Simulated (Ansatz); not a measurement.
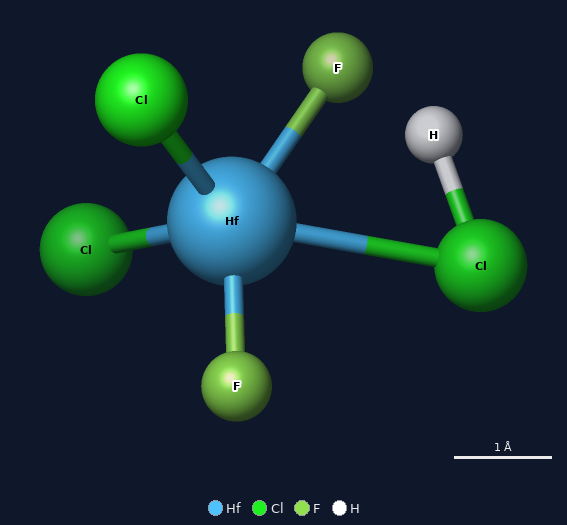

Figure 1. The structure (ball-and-stick view, seen at a tilt). Sticks mark near contacts.

## HfHCl3F2: frequency calculation

System: HfHCl3F2.
Method: RHF/def2-SVP (Ansatz 0.2.0).

It belongs to a series of runs on one base structure; here: vibrations at the highest image of the band.

### What the program printed
```
Engine: ansatz 0.2.0, x86_64-unknown-linux-gnu
Functional definition: HF
  exchange = exact_x
  correlation = 0
1190 factors; integrals over basis functions are off by at most 3.9e-4 eV
mean field evaluation 1: about -44218.4407 eV, gradient 4.5e1 eV
mean field evaluation 2: about -44218.5549 eV, gradient 4.5e1 eV
mean field evaluation 4: about -44222.8493 eV, gradient 2.2e0 eV
mean field evaluation 8: about -44222.8857 eV, gradient 2.2e-1 eV
mean field -44222.88597581 eV, -1625.1610842623 hartree, gradient 2.4e-5 eV, S^2 0.000000; 0 other end points of the search recorded, 0 dependent functions left out
the calculation of the forces begins
reference -44222.88597581 eV, -1625.1610842623 hartree; 41, 41 occupied and 78, 78 virtual orbitals, 1190 factors
these checks for a lower state are left out or cut short: stability, starts, cluster_reference, orbital_swaps, neighbouring_geometries, increment
1190 factors; integrals over basis functions are off by at most 3.9e-4 eV
mean field evaluation 16: about -44222.6794 eV, gradient 2.7e0 eV
mean field -44222.88587279 eV, -1625.1610804763 hartree, gradient 3.4e-6 eV, S^2 0.000000; 0 other end points of the search recorded, 0 dependent functions left out
[... from here on the field's lines of each further geometry are left out, up to the last ...]
the calculation of the forces begins
reference -44222.88582381 eV, -1625.1610786766 hartree; 41, 41 occupied and 78, 78 virtual orbitals, 1190 factors
these checks for a lower state are left out or cut short: stability, starts, cluster_reference, orbital_swaps, neighbouring_geometries, increment
1190 factors; integrals over basis functions are off by at most 3.9e-4 eV
mean field -44222.88612016 eV, -1625.1610895671 hartree, gradient 2.8e-6 eV, S^2 0.000000; 0 other end points of the search recorded, 0 dependent functions left out
the calculation of the forces begins
reference -44222.88612016 eV, -1625.1610895671 hartree; 41, 41 occupied and 78, 78 virtual orbitals, 1190 factors
WARN: phonons: modes at or below zero, which the zero-point energy, F, S and C_V leave out: 1, the lowest at -1208.99 cm⁻¹. A minimum has none, and a first-order saddle one
Total energy: -44222.88597581 eV, -1625.1610842623 hartree
Atom 0 at     0.221721    -0.326452    -0.055476 Å, force    -0.003318     0.026083    -0.018594 eV/Å
Atom 1 at    -0.087077    -0.054467     2.593603 Å, force    -0.003194     0.008500     0.032081 eV/Å
Atom 2 at     2.113717     0.191814    -1.364157 Å, force    -0.007951    -0.000026     0.010209 eV/Å
Atom 3 at    -0.711773     1.325857    -0.142758 Å, force     0.000686    -0.009782    -0.007954 eV/Å
Atom 4 at    -1.225834    -1.816397    -1.162269 Å, force     0.001527     0.002119     0.006367 eV/Å
Atom 5 at     1.229655    -1.710668     1.156559 Å, force     0.015004    -0.028745     0.037182 eV/Å
Atom 6 at     0.775089    -1.176388     2.157198 Å, force    -0.002754     0.001850    -0.059290 eV/Å
Dipole moment:     0.098037    -0.169109     0.371537 e Å
Vibrations: -1208.99 12.12 95.75 121.67 126.01 156.67 185.57 234.90 390.47 396.28 498.61 559.89 697.25 956.28 1519.79 cm⁻¹, zero-point energy 0.368930 eV
```

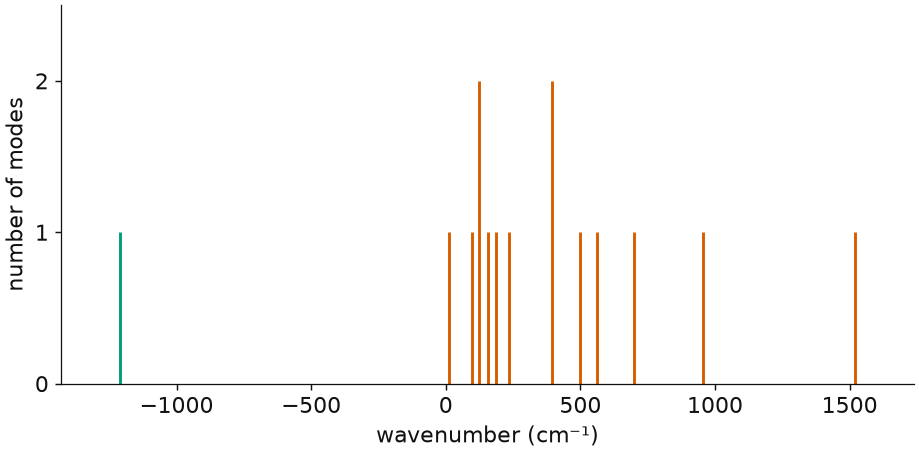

Figure 2. Harmonic vibrational wavenumbers from the force constants; neighbouring modes closer than 12 cm⁻¹ are counted in one stick, and imaginary ones are drawn at negative wavenumbers. 15 modes from 1209i to 1520 cm⁻¹, 1 imaginary beyond 8i (1209i cm⁻¹): a first-order saddle point, if the geometry is stationary.

The run was set up as follows.

### Input
```yaml
crystal:
  periodic: [false, false, false]
  atoms:
    - { symbol: Hf, position_ang: [0.221721, -0.326452, -0.055476] }
    - { symbol: Cl, position_ang: [-0.087077, -0.054467, 2.593603] }
    - { symbol: Cl, position_ang: [2.113717, 0.191814, -1.364157] }
    - { symbol: F, position_ang: [-0.711773, 1.325857, -0.142758] }
    - { symbol: Cl, position_ang: [-1.225834, -1.816397, -1.162269] }
    - { symbol: F, position_ang: [1.229655, -1.710668, 1.156559] }
    - { symbol: H, position_ang: [0.775089, -1.176388, 2.157198] }
basis:
  gaussian: { orbitals: def2-SVP }
hamiltonian:
  xc: hf
phonons: {}
```

Launch command:
```bash
ansatz run input.yaml --threads 2 --pin off --max-ram 3072MiB --backend cpu --events-out ev --progress --plain --runs-dir out
```

### Results in brief

- outcome: converged
- total energy: −44222.8860 eV
- mean-field energy: −44222.8860 eV
- largest force (length of the vector): 0.059 eV/Å
- hardware: 2 threads of Intel Xeon (Sapphire Rapids), 32 GiB of memory available, shared host
- wall time: 85 s (CPU time 2.7 min)
- peak memory: 0.3 GiB
